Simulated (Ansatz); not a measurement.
C₄H₁₃AlO (SMILES C[O+](C)[AlH-]([CH3])[CH3])

```xyz
19

C     0.3263   -1.5757    0.8432
O     0.9223   -0.4235    0.2605
C     1.9532   -0.7361   -0.6697
Al   -0.2411    1.1584   -0.1458
C    -1.3405    0.4462   -1.6252
C    -1.1187    1.4416    1.5981
H     1.0923   -2.1567    1.3624
H    -0.1497   -2.1887    0.0725
H    -0.4195   -1.2266    1.5541
H     2.3341    0.2115   -1.0456
H     1.5524   -1.3332   -1.4939
H     2.7460   -1.2876   -0.1587
H     0.9553    2.1513   -0.5563
H    -0.7456    0.1282   -2.4887
H    -1.9635   -0.4038   -1.3236
H    -2.0293    1.2144   -1.9948
H    -0.4105    1.4291    2.4338
H    -1.9108    0.7179    1.8194
H    -1.5945    2.4291    1.6146
```

Geometry: PBE0-D4/def2-TZVP.

The calculation used RKS PBE0-D4/def2-TZVPP in Ansatz 0.2.0.

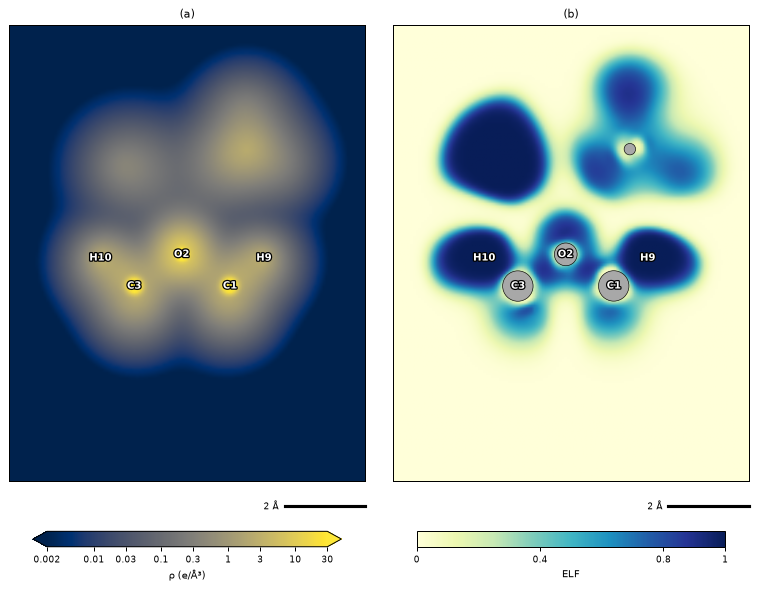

Figure 1. (a) total electron density; (b) ELF on the plane of atoms O2, C3 and H10. Grey discs cover the atomic cores in the ELF map.

**Read the bonding off the picture.**

The plane passes through C, O and H nuclei. C–O (1.42 Å): ρ is about 2 e/Å³ halfway, with its minimum of 1.7 e/Å³ about 0.5 Å from C; the ELF peaks at about 0.90 between the atoms; a polar covalent bond. C–H (1.09 Å): ρ at the midpoint is about 2.1 e/Å³; the ELF climbs to about 1 towards the hydrogen, as it does in any bond to H (an ordinary covalent bond to hydrogen).

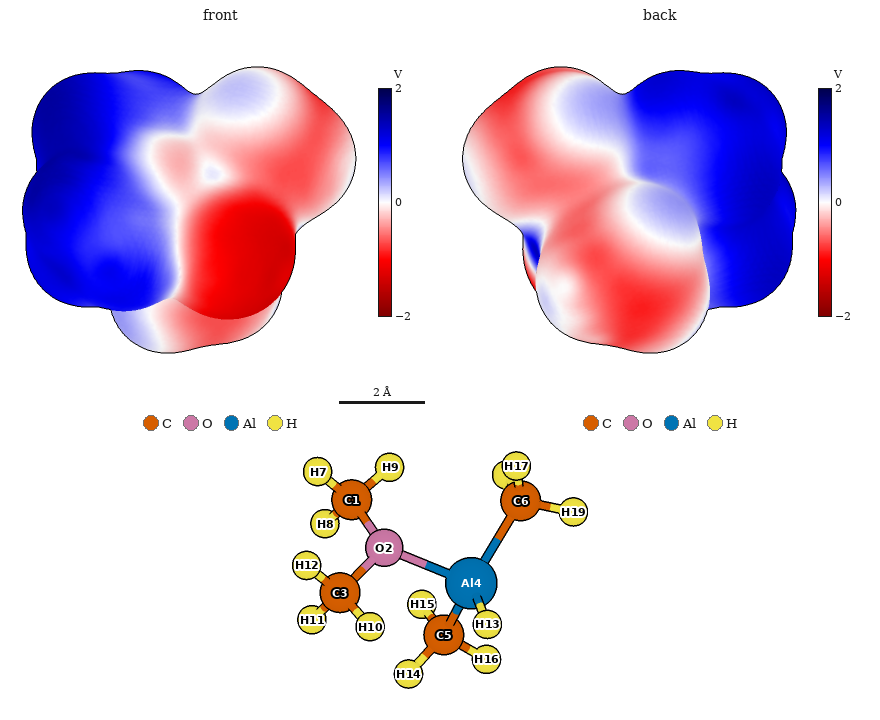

Figure 2. The molecular electrostatic potential painted on the density surface at 0.002 e/bohr³, seen from the front and from behind; the colour scale runs from red (negative) to blue (positive). The bare structure is drawn below in the same view.

**Describe the electrostatic potential map.**

The most negative region (about −1.3 V) lies over H13, the most positive (about +1.5 V) over H7 and H12.

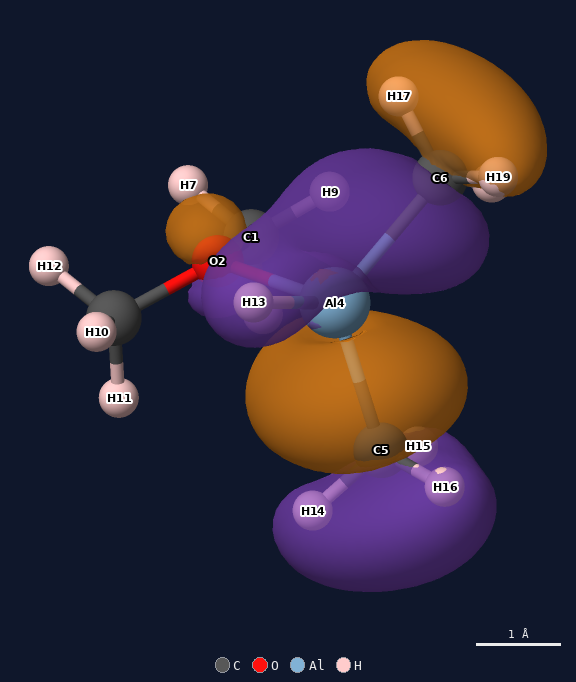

Figure 3. The HOMO at ±0.08 Å⁻³ᐟ² (orange and purple are the two phases), seen at a tilt.

**Where does this orbital lie, and at what energy?**

Its weight (Hirshfeld) is mainly on C5 (about 40 %), Al4 (about 20 %) and C6 (about 20 %). Its energy is −6.90 eV.
